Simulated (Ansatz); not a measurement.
System: F···H2 (charge −1).

The calculation's input:

```
crystal:
  periodic: [false, false, false]
  atoms:
    - {symbol: F, position_ang: [-0.062557, 0.037394, -1.342176]}
    - {symbol: H, position_ang: [0.087689, -0.052417, 1.880739]}
    - {symbol: H, position_ang: [0.049786, -0.029760, 1.068956]}
basis:
  gaussian: {orbitals: "def2-TZVPPD.json"}
total_charge: -1
hamiltonian: {xc: pbe0, dispersion: d4}
output: {orbitals: {seedname: orbitals}}
```

Command:

```sh
ansatz run in.yaml --threads 2 --pin off --events-out ev --progress --plain --max-ram 5222MiB
```

Geometry: rigid move from PBE0-D4/def2-TZVP.

Computed with RKS PBE0-D4/def2-TZVPPD in Ansatz.

Q: Predict the electron density and electron localisation function between the atoms.

A: F1···H3 (2.41 Å): the density falls to about 0.06 e/Å³ on the way; the ELF dips to about 0.05 between them (a non-bonded, intermolecular contact).
H2···H3 (0.81 Å): the density falls to about 1.5 e/Å³ on the way; the ELF peaks at about 1 between the atoms.

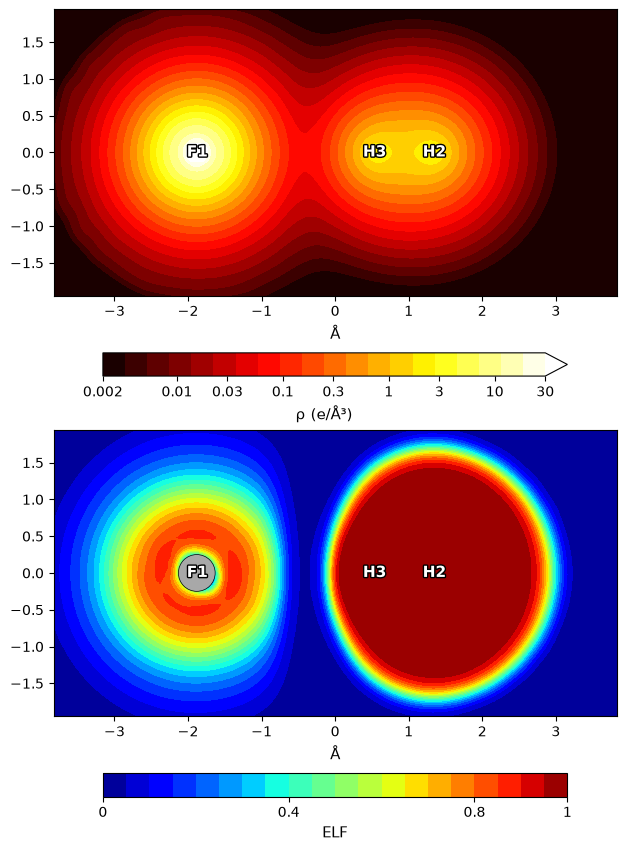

Computed electron density and electron localisation function on a plane that holds the molecular axis, in this order. Grey discs cover the atomic cores in the ELF map. 
